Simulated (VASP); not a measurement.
Given:

```xyz
2
Lattice="1.8211 -3.1542 0.0000 1.8211 3.1542 0.0000 0.0000 0.0000 5.7035" Properties=species:S:1:pos:R:3 pbc="T T T"
Gd     1.8211     1.0514     1.4259
Gd     1.8211    -1.0514     4.2776
```

Calculation: PW91 GGA, VASP's PBE PAW potentials (set 64) (plane waves; VASP). Settings: 520 eV cut-off, 13×13×7 Γ-centred mesh, tetrahedra with Blöchl corrections, potentials Gd_3.

The 4f electrons are frozen in the core of the lanthanide potential, so 4f levels, which can set the real gap, and their magnetism are missing.

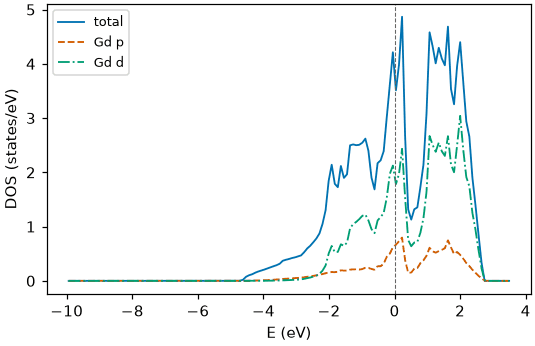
Total and projected density of states, zero at the Fermi level

Within 2 eV below the Fermi level the largest weight inside VASP's projection spheres is Gd d, then Gd p.

It has no gap at this level: it comes out as a metal or semimetal.

The compound is Gd in the hcp structure. It was relaxed first.
